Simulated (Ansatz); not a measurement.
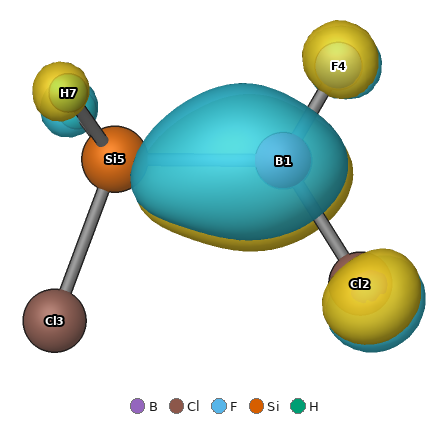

Figure 1: BCl₂FH₂Si (SMILES FB(Cl)[SiH2]Cl). The LUMO at ±0.15 Å⁻³ᐟ² (yellow and cyan are the two phases), seen across its widest extent.

Geometry: B3LYP-D3(BJ)/def2-SVP.

These are results of Ansatz 0.2.0, isolated molecule in a Gaussian basis; Kohn-Sham density functional theory, functional PBE0, not measurements.

```xyz
7

B    -0.9237   -2.1768    2.5377
Cl   -1.8065   -3.4354    1.6910
Cl    1.8854   -3.5719    1.3195
F    -1.6206   -1.2920    3.2290
Si    1.1040   -2.0388    2.4899
H     1.6634   -2.1508    3.8664
H     1.5210   -0.7306    1.9110
```

Question: What is the character of this orbital?

Answer: It lies mainly on B1 (about 45 %), Si5 (about 20 %), Cl2 (about 15 %) and F4 (about 10 %). Its energy is −2.03 eV.
